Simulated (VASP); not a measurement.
Band structure of PbS (rock salt). These are MS2 meta-GGA, VASP's PBE PAW potentials (set 64) (plane waves; VASP) values and carry that method's errors.

Unless said otherwise, spin-orbit coupling is left out, though it shifts the bands of the heavy elements here.

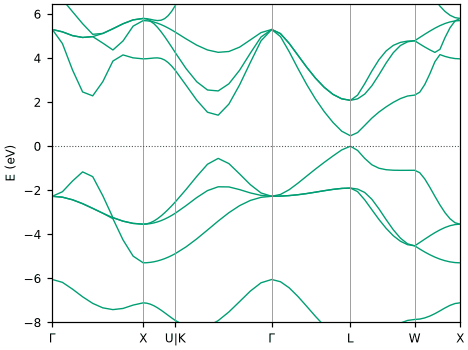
Bands along high-symmetry lines, zero at the valence-band maximum or, without a gap, the Fermi level

Read the plot: is there a gap, and where are the band edges?

The gap is direct, 0.47 eV, from the valence maximum at L to the conduction minimum at L.

Measured: gap 0.37 eV (computed value off by +0.10 eV), as given by Wikipedia, List of semiconductor materials.

The compound is PbS in the rock salt structure. It was relaxed first.
